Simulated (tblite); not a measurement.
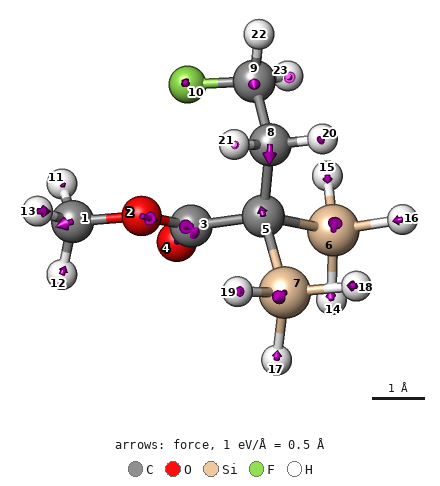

Starting geometry of C₅H₁₃FO₂Si₂ with the computed forces as purple arrows. The picture is a ball-and-stick view, seen face on.

Computed with GFN2-xTB geometry optimisation, gas phase in tblite. 

> Is this structure relaxed? If not, where do the atoms go?

It isn't relaxed: the largest force vector, on O4, is 2.55 eV/Å. The final displacements have little in common with the starting forces (cosine between the two patterns 0.19). Over 99 geometry steps the energy falls by 0.426 eV. The largest move after the best rigid fit is that of H15, 0.65 Å. By element the largest moves are H 0.65 Å, O 0.34 Å, Si 0.32 Å, F 0.24 Å, C 0.19 Å. Among the contacts that change: O4–Si6 3.059 → 2.625 Å, C5–C8 1.572 → 1.528 Å, C3–C5 1.517 → 1.474 Å, O2–C3 1.366 → 1.334 Å. Among the angles between lasting bonds that change: Si6–C5–Si7 98.7° → 112.3°, C3–C5–Si6 112.0° → 100.9°, C3–C5–Si7 108.9° → 103.7°.
